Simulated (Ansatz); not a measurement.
Breaking a bond in BH2F (SMILES [H]B([H])F)

BH2F: 4 atoms, total charge 0, spin state singlet. SMILES: `[H]B([H])F`. The shape is that of a GFN2-xTB optimisation.

```xyz
4

B     0.0300    0.0492    0.0006
H     1.1984   -0.0340    0.0156
H    -0.5783    1.0502   -0.0194
F    -0.6501   -1.0654    0.0032
```

The B1–F4 distance is scanned; the parts on either side stay rigid. Basis STO-3G, 2 core orbitals frozen in the correlated methods; program Ansatz 0.2.0. FCI is exact within this basis and core. Energies in eV from each method's value at 1.306 Å; methods without a U are spin-restricted; a dash marks a point that is missing or didn't converge. The shape above is that at 1.306 Å.

| distance (Å) | SVWN5 | PBE | r2SCAN0 | CAM-B3LYP | RPA@PBE | CCSD | CCSDT | FCI |
| --- | --- | --- | --- | --- | --- | --- | --- | --- |
| 1.306 | 0.00 | 0.00 | 0.00 | 0.00 | 0.00 | 0.00 | 0.00 | 0.00 |
| 1.632 | 1.73 | 1.53 | 1.86 | 1.82 | 1.56 | 1.78 | 1.71 | 1.71 |
| 1.959 | 4.52 | 4.16 | 4.77 | 4.71 | 4.09 | 4.24 | 4.19 | 4.18 |
| 2.611 | 8.66 | 8.08 | 9.04 | 9.09 | 7.02 | 6.49 | 6.53 | 6.52 |
| 3.264 | 10.39 | 9.74 | 10.90 | 11.17 | – | 6.81 | 6.84 | 6.83 |

Departure from the FCI curve at its largest: SVWN5 +3.56 eV at 3.26 Å; PBE +2.91 eV at 3.26 Å; r2SCAN0 +4.07 eV at 3.26 Å; CAM-B3LYP +4.34 eV at 3.26 Å; RPA@PBE +0.50 eV at 2.61 Å; CCSD +0.07 eV at 1.63 Å; CCSDT +0.01 eV at 1.96 Å. Restricted functionals keep the electrons paired too, and rise too high.

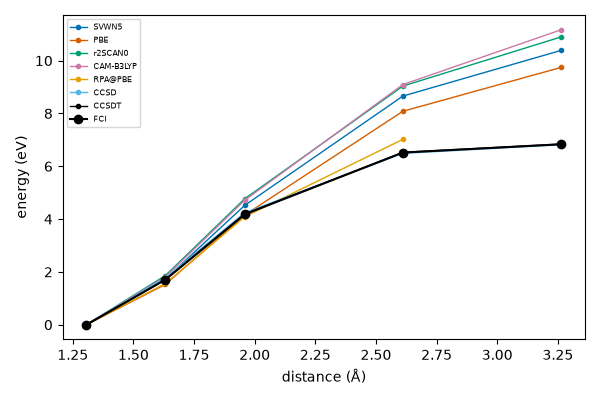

The curves of the table.
